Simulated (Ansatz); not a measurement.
The starting structures come from a database of crystals and need not be the phases stable at ambient conditions.

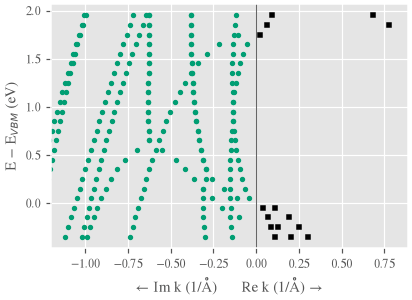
Fig. 1. Complex bands at the centre of the two-dimensional zone; r2SCAN (Ansatz, a first-principles code)

The gap is the functional's own, uncorrected, and κ follows it; spin-orbit coupling is left out. Mid-gap values are interpolated between the computed energies.

Task: This is GaP (P6_3mc, wurtzite, not sure to be the ambient phase, 4 atoms a cell, 20.2 Å³ an atom) along the normal of (100). Read off the slowest decay at the centre of the two-dimensional zone at 0.85 eV, the computed energy nearest the middle of the gap.

Result: κ ≈ 0.14 1/Å, a decay length 1/(2κ) of the density of 3.7 Å.
